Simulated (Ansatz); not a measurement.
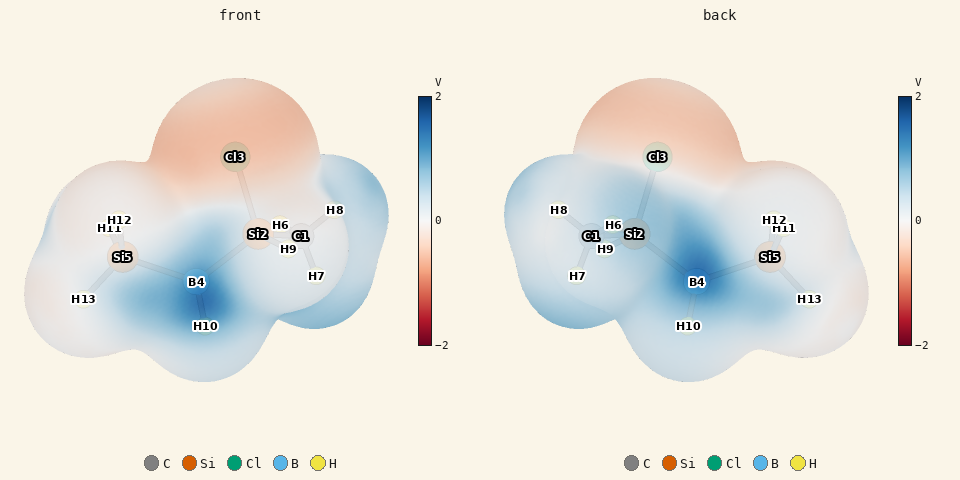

The picture shows: CH8BClSi2. The molecular electrostatic potential painted on the density surface at 0.001 e/bohr³, seen from the front and from behind; red is negative and blue positive.

Geometry: PBE0-D4/def2-TZVP.

These are results of RKS PBE0-D4/def2-TZVPP (Ansatz), not measurements.

```xyz
13

C    -2.1189    0.6549    0.8820
Si   -0.2951    0.2852    1.0391
Cl   -0.0974   -1.6488    1.7660
B     0.7278    0.5302   -0.6659
Si    1.9017   -0.8953   -1.4437
H    -2.5893   -0.0044    0.1497
H    -2.2646    1.6897    0.5614
H    -2.6184    0.5121    1.8423
H     0.3256    1.1787    2.0609
H     0.5775    1.5778   -1.2296
H     0.9539   -1.8940   -2.0264
H     2.7023   -1.5834   -0.3953
H     2.8152   -0.4373   -2.5257
```

### Describe the electrostatic potential map.

The most negative region (about −0.6 V) lies over Cl3, the most positive (about +1.5 V) over B4.
